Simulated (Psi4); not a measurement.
# C2H5B (SMILES B[C]C): UMP3/def2-SVPD

What is the vertical triplet–singlet gap of C2H5B at UMP3/def2-SVPD? 

The results are computed with Psi4 1.11.

1 further run of the same task is left out (set aside as unsound or not needed).

### Step 1. The system as given

C2H5B: 8 atoms, total charge 0, spin state triplet. As SMILES, `B[C]C`. The shape is that of a GFN2-xTB optimisation.

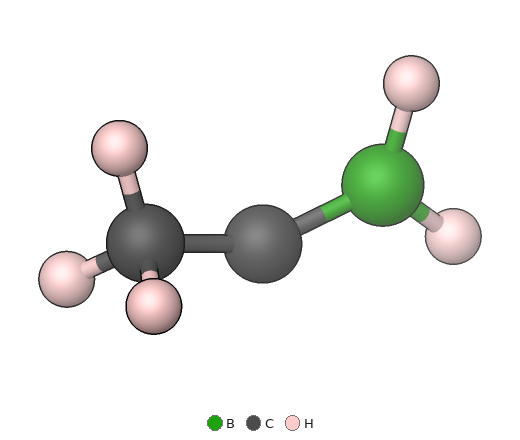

The structure, seen from a chosen angle (boron green, carbon dark grey, hydrogen pink).

### Step 2. The energy at UMP3/def2-SVPD

The input, calc.in:

```
memory 1.6 GB

molecule system {
  0 3
  B     -0.914510     0.882590    -0.947350
  C     -0.207300    -0.217660    -0.286340
  C      0.690410    -0.725130     0.716830
  H     -1.627420     0.694220    -1.863460
  H     -0.781470     1.994140    -0.565440
  H      0.887250    -0.003600     1.522990
  H      1.651170    -0.979070     0.255000
  H      0.301870    -1.645470     1.167750
  symmetry c1
  no_reorient
  no_com
}

set basis def2-SVPD
set reference uhf
set puream true
set e_convergence 1e-09
set d_convergence 1e-08
set scf_type pk
set num_frozen_docc 3
set maxiter 200
set mp_type conv

energy('mp3')
```

On the command line:

```
psi4 -n 1 calc.in calc.out
```

calc.out:

```text
[...]
  Running in c1 symmetry.
[...]
  Nuclear repulsion =   56.276453619193667
[...]
  Multiplicity = 3
[...]
  Nalpha       = 12
  Nbeta        = 10
[...]
    Number of basis functions: 100
[...]
   @UHF iter   1:  -103.05720219452937   -8.85362e-01   2.92159e-03 DIIS/ADIIS
[...]
   @UHF iter  14:  -103.15977674235589   -1.23634e-11   9.73295e-09 DIIS
[...]
   @S^2 Observed:                2.019025684E+00
[...]
    Orbital Energies [Eh]
    ---------------------
    Alpha Occupied:
       1A    -11.253263     2A    -11.244137     3A     -7.593228
       4A     -1.053679     5A     -0.855817     6A     -0.662584
       7A     -0.610346     8A     -0.603595     9A     -0.547863
      10A     -0.506395    11A     -0.387700    12A     -0.359890
    Alpha Virtual:
      13A      0.078071    14A      0.116274    15A      0.122339
      16A      0.149921    17A      0.179551    18A      0.187255
      19A      0.198635    20A      0.199499    21A      0.214607
      22A      0.236556    23A      0.254320    24A      0.265230
      25A      0.273136    26A      0.287950    27A      0.327113
[...]
  @UHF Final Energy:  -103.15977674235589
   => Energetics <=
    Nuclear Repulsion Energy =             56.2764536191936671
    One-Electron Energy =                -248.6177170346088872
    Two-Electron Energy =                  89.1814866730593394
    Total Energy =                       -103.1597767423558878
  UHF NO Occupations:
  HONO-2 :   10  A 1.9940324
  HONO-1 :   11  A 1.0000000
[...]
 Multipole Moments:
 ------------------------------------------------------------------------------------
     Multipole            Electronic (a.u.)      Nuclear  (a.u.)        Total (a.u.)
 ------------------------------------------------------------------------------------
 L = 1.  Multiply by 2.5417464519 to convert [e a0] to [Debye]
 Dipole X            :          2.7236941           -2.3479658            0.3757282
 Dipole Y            :          1.9516392           -2.2366232           -0.2849840
 Dipole Z            :          3.4799063           -3.0934250            0.3864813
 Magnitude           :                                                    0.6097174
[...]
	SCS-MP2 Total Energy (a.u.)        :  -103.48802496768583
	SOS-MP2 Total Energy (a.u.)        :  -103.48965314093793
[...]
	SOS-PI-MP2 Total Energy (a.u.)     :  -103.51502824852118
[...]
	MP2 Total Energy (a.u.)            :  -103.48476862118162
[...]
	SCS-MP3 Total Energy (a.u.)        :  -103.49811736269091
[...]
	MP3 Total Energy (a.u.)            :  -103.52513820120191
[...]
```

Run time: 32 s. Hardware: 1 thread of Intel Xeon Platinum 8259CL at 2.50GHz (Skylake/Cascade Lake), shared host; peak memory 1.2 GiB.

### Step 3. The singlet

The input, run.py:

```python
import psi4

psi4.set_memory('1600 MB')
psi4.set_num_threads(1)
psi4.core.set_output_file('output.dat', False)

mol = psi4.geometry("""
B     -1.72817344     1.66785338    -1.79023204
C     -0.39174023    -0.41131779    -0.54110418
C      1.30468581    -1.37029710     1.35461238
H     -3.07537809     1.31188567    -3.52142904
H     -1.47676427     3.76837845    -1.06852674
H      1.67665950    -0.00680301     2.87803399
H      3.12025909    -1.85017416     0.48188016
H      0.57045163    -3.10948765     2.20672768
units bohr
symmetry c1
no_reorient
no_com
""")

options = {'reference': 'rhf', 'puream': True, 'e_convergence': 1e-09, 'd_convergence': 1e-08, 'scf_type': 'pk', 'num_frozen_docc': 3, 'mp_type': 'conv'}
psi4.set_options(options)

result = psi4.energy('mp3/def2-SVPD')
print(f'mp3/def2-SVPD energy: {result:.10f} Eh')
```

On the command line:

```
python run.py
```

output.dat:

```text
[...]
  Running in c1 symmetry.
[...]
  Nuclear repulsion =   56.276453647257775
[...]
  Multiplicity = 1
[...]
  Nalpha       = 11
  Nbeta        = 11
[...]
    Number of basis functions: 100
[...]
   @RHF iter   1:  -103.02869464333645   -8.56855e-01   3.01227e-03 DIIS/ADIIS
[...]
   @RHF iter  15:  -103.12314996781548   -3.68061e-12   2.41563e-09 DIIS
[...]
    Orbital Energies [Eh]
    ---------------------
    Doubly Occupied:
       1A    -11.284676     2A    -11.265486     3A     -7.571667
       4A     -1.039395     5A     -0.814388     6A     -0.651588
       7A     -0.600391     8A     -0.598636     9A     -0.530614
      10A     -0.476964    11A     -0.329390
[...]
  @RHF Final Energy:  -103.12314996781548
   => Energetics <=
    Nuclear Repulsion Energy =             56.2764536472577745
    One-Electron Energy =                -248.4728149417207987
    Two-Electron Energy =                  89.0732113266475523
    Total Energy =                       -103.1231499678154790
[...]
 Multipole Moments:
 ------------------------------------------------------------------------------------
     Multipole            Electronic (a.u.)      Nuclear  (a.u.)        Total (a.u.)
 ------------------------------------------------------------------------------------
 L = 1.  Multiply by 2.5417464519 to convert [e a0] to [Debye]
 Dipole X            :          2.8692602           -2.3479659            0.5212944
 Dipole Y            :          1.6942763           -2.2366231           -0.5423468
 Dipole Z            :          3.6756503           -3.0934250            0.5822254
 Magnitude           :                                                    0.9512488
[...]
	SCS-MP2 Total Energy (a.u.)        :  -103.48719151076109
	SOS-MP2 Total Energy (a.u.)        :  -103.49054972271571
[...]
	SOS-PI-MP2 Total Energy (a.u.)     :  -103.51881124232342
[...]
	MP2 Total Energy (a.u.)            :  -103.48047508685183
[...]
	SCS-MP3 Total Energy (a.u.)        :  -103.49696645472974
[...]
	MP3 Total Energy (a.u.)            :  -103.51957486272644
[...]
```

The script printed:

```text
mp3/def2-SVPD energy: -103.5195748627 Eh
```

Wall time 17 s (1 thread of Intel Xeon Platinum 8259CL at 2.50GHz (Skylake/Cascade Lake), shared host); peak memory 1.1 GiB.

### Step 4. Outcome

At UMP3/def2-SVPD, 3 core orbitals frozen:

| quantity | value |
| --- | --- |
| triplet: total energy | -103.52514 Eh |
| triplet: HOMO energy (Hartree–Fock orbitals) (highest over α and β) | -9.79 eV |
| triplet: LUMO energy (Hartree–Fock orbitals) (lowest over α and β) | 1.19 eV |
| triplet: correlation energy (3 core orbitals frozen) | -365.4 mEh |
| triplet: ⟨S²⟩ of the reference determinant | 2.019 |
| singlet: total energy | -103.51957 Eh |
| singlet: HOMO energy (Hartree–Fock orbitals) | -8.96 eV |
| singlet: LUMO energy (Hartree–Fock orbitals) | 1.04 eV |
| singlet: HOMO–LUMO gap (Hartree–Fock orbitals) | 10.01 eV |
| singlet: correlation energy (3 core orbitals frozen) | -396.4 mEh |
| vertical energy of the singlet above the triplet | 0.151 eV |

At this shape the singlet lies 0.15 eV (14.6 kJ/mol) above the triplet.
